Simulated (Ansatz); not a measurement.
## A computed series for Cu3N: response to strain

Take Cu3N (space group Pm-3m, No. 221; a = 3.8269 Å) as the base.

Strains are applied to the cell and any free atomic positions relax.

The values are results of Ansatz (a first-principles code) PBE, spin-orbit coupling left out, not measurements.

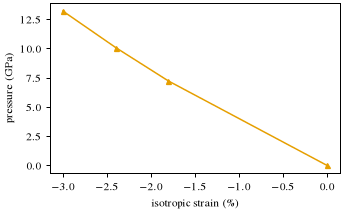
Figure. Pressure against isotropic strain

```
isotropic strain (%)  pressure
--------------------  --------
-3                    13.2 GPa
-2.4                  10.1 GPa
-1.8                   7.2 GPa
```

The mesh was chosen for an insulator and is coarse for the gapless case. No phonon test of stability was made. All final runs are without spin polarisation.
